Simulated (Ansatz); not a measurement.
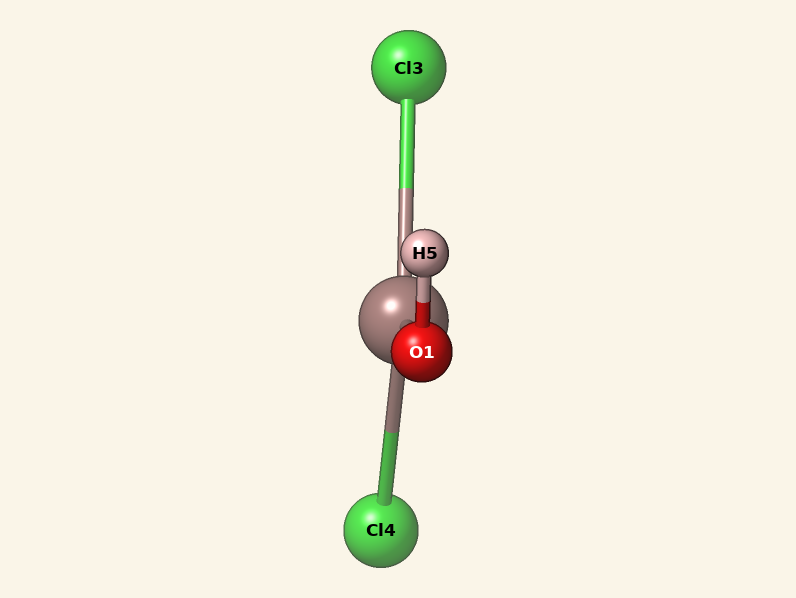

Source: calculation with Ansatz.

In2 lies behind O1. The molecule seen nearly along the O1–In2 bond, O1 in front. Distant atoms are faded towards the background colour. Geometry: atoms displaced at random (about 0.04 Å) from a stationary point of PBE0-D4.

> What is the torsion angle H5–O1–In2–Cl3? The sign is positive where the front bond must turn clockwise to cover the back bond.

4°, synperiplanar (eclipsed).
